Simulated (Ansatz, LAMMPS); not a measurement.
## Elastic response of glassy 44SiO2-56MgO (mol %) (83 atoms)

Aim: relax glassy 44SiO2-56MgO (mol %) (83 atoms), then change its volume and shape to read moduli from the stress.

Main program and level: Ansatz 0.2.0; Kohn-Sham DFT, RPBE, PAW (set soft_2), plane waves.

**1. The structure**

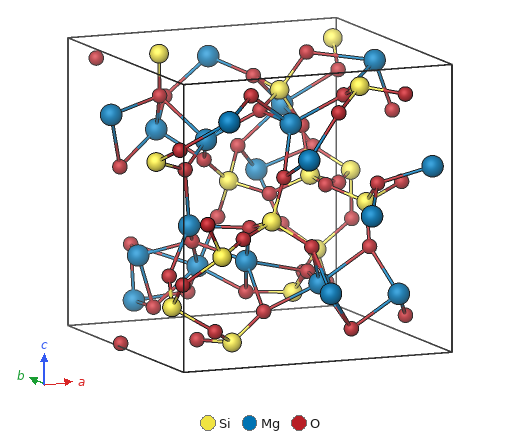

The cell as given, slightly off an axis (silicon yellow, magnesium blue, oxygen red). Bonds to atoms that aren't drawn are left out. Some periodic images of atoms are drawn too.

The cell holds 83 atoms: 15 Si, 19 Mg and 49 O. Cell: a = 10.007 Å, b = 10.007 Å, c = 10.007 Å, α = 90.0°, β = 90.0°, γ = 90.0°. 83 atoms (15 Si, 19 Mg, 49 O) placed at random at 2.56 g/cm³, melted at 4000 K for 10 ps at fixed volume with the Morse and Coulomb pair potential with partial charges (Pedone, Malavasi, Menziani, Cormack and Segre, J. Phys. Chem. B 110, 11780 (2006)). Quenched from 4000 K to 300 K at 30 K/ps and fixed volume, held 10 ps at zero pressure.

Limits known from the start: The quench rate of 30 K/ps far exceeds what a furnace or splat quench reaches, so expect more defects and frozen-in strain than in a real sample. The starting topology of bonds comes from the classical model, and needn't be the one that DFT or experiment would give. Sampling is at Γ alone.

**2. Single point at the start**

A single point comes first, to see the forces before anything moves.

Contents of input.yaml:

```yaml
crystal:
  lattice:
    - [10.00689, 0.0, 0.0]
    - [0.0, 10.00689, 0.0]
    - [0.0, 0.0, 10.00689]
  atoms:
    - { symbol: Si, position: [0.85841, 0.84181, 0.23096] }
    - { symbol: Si, position: [0.62051, 0.61112, 0.83889] }
    - { symbol: Si, position: [0.32356, 0.33228, 0.02718] }
    - { symbol: Si, position: [0.96035, 0.93886, 0.94175] }
    - { symbol: Si, position: [0.71667, 0.13994, 0.92161] }
    - { symbol: Si, position: [0.50792, 0.78834, 0.50161] }
    - { symbol: Si, position: [0.95442, 0.77135, 0.51095] }
    - { symbol: Si, position: [0.16786, 0.05633, 0.3795] }
    - { symbol: Si, position: [0.42773, 0.22933, 0.45618] }
    - { symbol: Si, position: [0.05352, 0.3608, 0.66863] }
    - { symbol: Si, position: [0.66976, 0.61064, 0.133] }
    - { symbol: Si, position: [0.07789, 0.28119, 0.17492] }
    - { symbol: Si, position: [0.17622, 0.62144, 0.99391] }
    - { symbol: Si, position: [0.71742, 0.57254, 0.54256] }
    - { symbol: Si, position: [0.80771, 0.29554, 0.4881] }
    - { symbol: Mg, position: [0.22698, 0.4788, 0.41592] }
    - { symbol: Mg, position: [0.95984, 0.07516, 0.63675] }
    - { symbol: Mg, position: [0.2213, 0.11701, 0.83464] }
    - { symbol: Mg, position: [0.32686, 0.56545, 0.69319] }
    - { symbol: Mg, position: [0.2453, 0.80608, 0.69655] }
    - { symbol: Mg, position: [0.48283, 0.03448, 0.69728] }
    - { symbol: Mg, position: [0.15024, 0.74185, 0.27497] }
    - { symbol: Mg, position: [0.85676, 0.12759, 0.19194] }
    - { symbol: Mg, position: [0.48282, 0.90768, 0.9176] }
    - { symbol: Mg, position: [0.00625, 0.64116, 0.7898] }
    - { symbol: Mg, position: [0.45249, 0.50936, 0.27263] }
    - { symbol: Mg, position: [0.63243, 0.29287, 0.218] }
    - { symbol: Mg, position: [0.55878, 0.0225, 0.23025] }
    - { symbol: Mg, position: [0.7018, 0.99916, 0.49326] }
    - { symbol: Mg, position: [0.3884, 0.78061, 0.21543] }
    - { symbol: Mg, position: [0.73788, 0.86112, 0.74172] }
    - { symbol: Mg, position: [0.89285, 0.42063, 0.95435] }
    - { symbol: Mg, position: [0.22781, 0.95837, 0.07806] }
    - { symbol: Mg, position: [0.53086, 0.30545, 0.77664] }
    - { symbol: O, position: [0.50165, 0.87089, 0.36395] }
    - { symbol: O, position: [0.51347, 0.65375, 0.13852] }
    - { symbol: O, position: [0.21582, 0.22893, 0.08879] }
    - { symbol: O, position: [0.80481, 0.26046, 0.33887] }
    - { symbol: O, position: [0.01728, 0.58439, 0.00432] }
    - { symbol: O, position: [0.30704, 0.63844, 0.33066] }
    - { symbol: O, position: [0.39182, 0.73299, 0.5928] }
    - { symbol: O, position: [0.70058, 0.56251, 0.97269] }
    - { symbol: O, position: [0.50399, 0.50941, 0.79283] }
    - { symbol: O, position: [0.46402, 0.20957, 0.61068] }
    - { symbol: O, position: [0.25674, 0.48029, 0.01756] }
    - { symbol: O, position: [0.92414, 0.80941, 0.85593] }
    - { symbol: O, position: [0.77668, 0.95396, 0.3065] }
    - { symbol: O, position: [0.07821, 0.73286, 0.5899] }
    - { symbol: O, position: [0.20777, 0.7432, 0.09119] }
    - { symbol: O, position: [0.42529, 0.95194, 0.09581] }
    - { symbol: O, position: [0.1208, 0.40557, 0.26002] }
    - { symbol: O, position: [0.5459, 0.15791, 0.37215] }
    - { symbol: O, position: [0.9719, 0.45177, 0.77028] }
    - { symbol: O, position: [0.60356, 0.65894, 0.47204] }
    - { symbol: O, position: [0.60111, 0.05302, 0.85106] }
    - { symbol: O, position: [0.8603, 0.87843, 0.58398] }
    - { symbol: O, position: [0.96745, 0.79131, 0.33833] }
    - { symbol: O, position: [0.09994, 0.98723, 0.92466] }
    - { symbol: O, position: [0.70938, 0.62296, 0.70787] }
    - { symbol: O, position: [0.70978, 0.41963, 0.53441] }
    - { symbol: O, position: [0.68491, 0.13865, 0.08114] }
    - { symbol: O, position: [0.92908, 0.91991, 0.09996] }
    - { symbol: O, position: [0.33997, 0.95214, 0.78139] }
    - { symbol: O, position: [0.58686, 0.7596, 0.86671] }
    - { symbol: O, position: [0.85405, 0.6426, 0.49595] }
    - { symbol: O, position: [0.1904, 0.42899, 0.62127] }
    - { symbol: O, position: [0.09239, 0.00572, 0.5059] }
    - { symbol: O, position: [0.44507, 0.34085, 0.12501] }
    - { symbol: O, position: [0.7201, 0.28671, 0.86713] }
    - { symbol: O, position: [0.07721, 0.21078, 0.73206] }
    - { symbol: O, position: [0.36563, 0.26466, 0.89233] }
    - { symbol: O, position: [0.84572, 0.04534, 0.9006] }
    - { symbol: O, position: [0.05781, 0.14089, 0.27653] }
    - { symbol: O, position: [0.95948, 0.34226, 0.54099] }
    - { symbol: O, position: [0.58766, 0.89566, 0.60129] }
    - { symbol: O, position: [0.78974, 0.15637, 0.57647] }
    - { symbol: O, position: [0.19776, 0.66706, 0.83897] }
    - { symbol: O, position: [0.67202, 0.49041, 0.22509] }
    - { symbol: O, position: [0.40947, 0.37904, 0.41197] }
    - { symbol: O, position: [0.95218, 0.29147, 0.08442] }
    - { symbol: O, position: [0.20919, 0.94332, 0.27774] }
    - { symbol: O, position: [0.76205, 0.7334, 0.1774] }
    - { symbol: O, position: [0.28675, 0.14852, 0.41824] }
kpoints:
  mp_grid: { grid: [1, 1, 1] }
hamiltonian:
  xc: rpbe
scf:
  occupations: { method: fixed }
output:
  forces: true
```

Command:

```
ansatz run input.yaml --threads 4 --pin off --max-ram 8192MiB --backend cpu --events-out ev --progress --plain --runs-dir out
```

Numbers of over 12 decimals in the logs are rounded to 6 here.

The program printed:

```text
[...]
Pseudopotentials: kind: paw
Pseudopotential: Si, paw, valence charge 4, recommended cutoff 420 eV (normal), Si.paw.azcp
Pseudopotential: Mg, paw, valence charge 10, recommended cutoff 420 eV (normal), Mg.paw.azcp
Pseudopotential: O, paw, valence charge 6, recommended cutoff 420 eV (normal), O.paw.azcp
[... 5 lines on functional and potentials left out ...]
Crystal: 83 atoms, lattice volume = 1002.068 Å³
Basis set: ecut = 420 eV, 19549 PW (Γ), exchange–correlation on 144×144×144 points (8 copies of the dense FFT grid, shifted against one another)
Bands: 355, of which v1, the nominal top of the filled ones, is band 272 counted from 1 (271 counted from 0)
Symmetry: 1 space group operations
Space group: P1 (ITA 1), of the structure as read, at distance tolerance 1.0e-4 Å
k-points: 1
[... 10 lines on functional and potentials left out ...]
Initial density: superposition of atomic densities (neutral atoms: chi_scale 0, normalization atom), corrected by the library's trained network
Initial wavefunctions: pseudopotential atomic-orbital guess
[...]
SCF iter   1: F=—  HF=-74171.640140 eV  |F-HF|=—  |Δ(HF+E_count)|=         —  Δρ=4.91e-3  dr2=2.67e-1  ethr=1.77e-3  ⟨swp⟩=6.0  Hψ=1073  notcnv=0  defer=79
preconditioner: auto → Resta (q_TF=auto, 2.464 Å⁻¹)  ε∞=3.1  [insulator: Δε(μ)=3.452 eV  Ē_g=15.934 eV  n_scr=250 (ndim 8)  ℏωp=23.2 eV  f_vac=0.086  ε∞_Penn≈3.1]
[...]
SCF iter   8: F=—  HF=-74171.600598 eV  |F-HF|=—  |Δ(HF+E_count)|=   5.39e-6  Δρ=1.24e-5  dr2=1.30e-6  ethr=5.90e-10  ⟨swp⟩=2.0  Hψ=473  notcnv=0  defer=78
SCF iter   9: F=-74171.600599 eV  HF=-74171.600599 eV  |F-HF|=9.23e-8  |Δ(HF+E_count)|=   7.85e-7  Δρ=2.72e-6  dr2=7.52e-8  ethr=1.84e-11  ⟨swp⟩=3.0  Hψ=1290  notcnv=0
SCF 1 converged in 9 iterations: F = -74171.600599 eV  dr2 = 7.52e-8
[...]
SCF converged after 9 iterations
Free energy (F): -74171.600599 eV
Harris-Foulkes:  -74171.600599 eV  (|F-HF|=9.23e-8)
Internal energy: -74171.600599 eV  (E = F + TS)
E sigma→0 (E₀):  -74171.600599 eV
Fermi energy:    5.293806 eV
--- Per-component energies (eV) ---
[...]
Σ components = -74171.600599   (vs F -74171.600599, Δ=0.00e0)
--- Forces (eV/Å), atoms counted from 1 ---
  atom   1  Si     0.13607540     1.27943049    -0.99789359
  atom   2  Si    -1.32741649    -2.01862117     0.70493472
  atom   3  Si     0.57169395     1.36507792     1.21790966
  atom   4  Si    -4.82494914    -3.04709315     0.26417171
[...]
atom  83  O      2.54013375     1.90391783     1.01249201
  max |Σ_I F_I| component: 2.42e-4 eV/Å
```

Elapsed: 7.4 s, on 4 threads of Arm Neoverse V2, shared host; peak memory 1.2 GiB; 28 s of CPU time.

The r.m.s. force at the start is 1.5 eV/Å.

**3. Cell and atoms relaxed**

The cell is relaxed with the atoms, since the starting lattice needn't suit this functional.

Contents of input.yaml:

```yaml
crystal:
  lattice:
    - [10.00689, 0.0, 0.0]
    - [0.0, 10.00689, 0.0]
    - [0.0, 0.0, 10.00689]
  atoms:
    [... the 83 atom lines of step 2 ...]
kpoints:
  mp_grid: { grid: [1, 1, 1] }
hamiltonian:
  xc: rpbe
scf:
  occupations: { method: fixed }
output:
  forces: true
relax:
  f_tol: 0.05
  max_steps: 150
  cell: {}
```

The program printed:

```text
[...]
Crystal: 83 atoms, lattice volume = 1002.068 Å³
Basis set: ecut = 420 eV, 19549 PW (Γ), exchange–correlation on 144×144×144 points (8 copies of the dense FFT grid, shifted against one another)
Bands: 355, of which v1, the nominal top of the filled ones, is band 272 counted from 1 (271 counted from 0)
Symmetry: 1 space group operations
[...]
k-points: 1
[...]
SCF iter   1: F=—  HF=-74171.640142 eV  |F-HF|=—  |Δ(HF+E_count)|=         —  Δρ=4.91e-3  dr2=2.67e-1  ethr=1.77e-3  ⟨swp⟩=6.0  Hψ=1073  notcnv=0  defer=79
[...]
SCF iter   8: F=—  HF=-74171.600598 eV  |F-HF|=—  |Δ(HF+E_count)|=   5.39e-6  Δρ=1.24e-5  dr2=1.30e-6  ethr=5.90e-10  ⟨swp⟩=2.0  Hψ=473  notcnv=0  defer=78
SCF iter   9: F=-74171.600599 eV  HF=-74171.600599 eV  |F-HF|=9.22e-8  |Δ(HF+E_count)|=   7.85e-7  Δρ=2.72e-6  dr2=7.53e-8  ethr=1.84e-11  ⟨swp⟩=3.0  Hψ=1290  notcnv=0
SCF 1 converged in 9 iterations: F = -74171.600599 eV  dr2 = 7.53e-8
[...]
relax step   1: F+E_penalty+E_count = -74171.60059923 eV  Δ(F+E_penalty+E_count) = +0.000e0 eV  max|allowed force component| = 6.010e0 eV/Å  Δτ_max = 0.0000 Å  P = +9.288 GPa  Ω = 1002.068 Å³  (9 SCF iters, dr2 threshold 1.00e-7 eV, accepted)
[... from here on, the SCF cycles and remarks between the steps are left out ...]
relax step   2: F+E_penalty+E_count = -74176.83938886 eV  Δ(F+E_penalty+E_count) = -5.239e0 eV  max|allowed force component| = 2.956e0 eV/Å  Δτ_max = 0.1567 Å  P = +4.591 GPa  Ω = 1021.995 Å³  energy of the carried Pulay correction = -6.043e-2 eV  (8 SCF iters, dr2 threshold 8.30e-6 eV, accepted)
relax step   3: F+E_penalty+E_count = -74179.27511374 eV  Δ(F+E_penalty+E_count) = -2.436e0 eV  max|allowed force component| = 5.033e-1 eV/Å  Δτ_max = 0.2000 Å  P = +0.626 GPa  Ω = 1036.212 Å³  energy of the carried Pulay correction = -1.028e-1 eV  (8 SCF iters, dr2 threshold 8.30e-6 eV, accepted)
relax step   4: F+E_penalty+E_count = -74179.46925247 eV  Δ(F+E_penalty+E_count) = -1.941e-1 eV  max|allowed force component| = 2.407e-1 eV/Å  Δτ_max = 0.2000 Å  P = -0.035 GPa  Ω = 1036.847 Å³  energy of the carried Pulay correction = -1.047e-1 eV  (7 SCF iters, dr2 threshold 8.30e-6 eV, accepted)
relax step   5: F+E_penalty+E_count = -74179.50531589 eV  Δ(F+E_penalty+E_count) = -3.606e-2 eV  max|allowed force component| = 1.155e-1 eV/Å  Δτ_max = 0.2000 Å  P = -0.118 GPa  Ω = 1039.870 Å³  energy of the carried Pulay correction = -1.136e-1 eV  (7 SCF iters, dr2 threshold 3.62e-6 eV, accepted)
relax step   6: F+E_penalty+E_count = -74179.52417149 eV  Δ(F+E_penalty+E_count) = -1.886e-2 eV  max|allowed force component| = 4.292e-2 eV/Å  Δτ_max = 0.0828 Å  P = +0.009 GPa  Ω = 1038.074 Å³  energy of the carried Pulay correction = -1.083e-1 eV  (7 SCF iters, dr2 threshold 8.34e-7 eV, accepted)
relax step   7: F+E_penalty+E_count = -74179.67978667 eV  Δ(F+E_penalty+E_count) = -1.556e-1 eV  max|allowed force component| = 4.348e-2 eV/Å  Δτ_max = 0.0000 Å  P = +0.281 GPa  Ω = 1038.074 Å³  stress off target by 4.73e-1 GPa  SCF on the basis re-selected at this cell (its energy is not comparable with the rows above)  (8 SCF iters)
relax step   8: F+E_penalty+E_count = -74179.67522200 eV  Δ(F+E_penalty+E_count) = +4.565e-3 eV  max|allowed force component| = 2.546e-2 eV/Å  Δτ_max = 0.0346 Å  P = +0.023 GPa  Ω = 1042.210 Å³  energy of the carried Pulay correction = -1.266e-2 eV  (7 SCF iters, dr2 threshold 5.60e-7 eV, accepted)
relax step   9: F+E_penalty+E_count = -74179.68739934 eV  Δ(F+E_penalty+E_count) = -1.218e-2 eV  max|allowed force component| = 2.550e-2 eV/Å  Δτ_max = 0.0000 Å  P = +0.032 GPa  Ω = 1042.210 Å³  stress off target by 4.87e-2 GPa  SCF on the basis re-selected at this cell (its energy is not comparable with the rows above)  (7 SCF iters)
[...]
SCF converged after 7 iterations
Free energy (F): -74179.687399 eV
[...]
Internal energy: -74179.687399 eV  (E = F + TS)
E sigma→0 (E₀):  -74179.687399 eV
Fermi energy:    4.913834 eV
[...]
Σ components = -74179.687399   (vs F -74179.687399, Δ=0.00e0)
--- Forces (eV/Å), atoms counted from 1 ---
  atom   1  Si    -0.00805175     0.00485193     0.02549527
  atom   2  Si    -0.00857283     0.00471975     0.00836620
  atom   3  Si     0.00901905    -0.00632506     0.00172872
  atom   4  Si     0.00598882     0.00184095    -0.00470520
[...]
atom  83  O     -0.00508876     0.00017109    -0.00212654
  max |Σ_I F_I| component: 3.77e-5 eV/Å
--- Stress (GPa, compression-positive) ---
        0.020542      -0.002167      -0.021073
       -0.002169       0.048444      -0.000791
       -0.021071      -0.000790       0.026648
  P = ⅓ Tr σ = 0.0319 GPa (0.319 kbar)
--- Relaxed structure (7 steps of the walk, 7 accepted, 2 SCFs on fresh bases) ---
  F+E_penalty+E_count = -74179.68739934 eV   max|allowed force component| = 2.550e-2 eV/Å   (the final SCF, on the basis selected at the relaxed cell)
  cell:  # Å, volume = 1042.2096 Å³
    - [10.221760, -0.035833, -0.195011]
    - [-0.035833, 10.143171, -0.00701175]
    - [-0.195011, -0.00701175, 10.055925]
  atoms:
    - { symbol: Si, position: [0.847199, 0.844344, 0.231167] }
    - { symbol: Si, position: [0.620829, 0.608962, 0.839621] }
    - { symbol: Si, position: [0.334515, 0.334103, 0.026527] }
    - { symbol: Si, position: [0.947666, 0.946137, 0.947856] }
[...]
- { symbol: O, position: [0.305311, 0.136785, 0.415008] }
```

The job ended after 63 s (4 threads; peak memory 1.2 GiB).

The relaxation converged after 7 steps, with a largest force component of 0.025 eV/Å.

(Part 1 of 3 ends here.)

[Logs are printed without paths, hosts, clocks, repeated set-up lines and the standing remarks that a program may print on its own settings, such as how far it seeks lower states.]

[Hosts, paths, dates, database ids (printed as entryN), source tags and the programs' standing remarks are cut or masked in the printed files.]
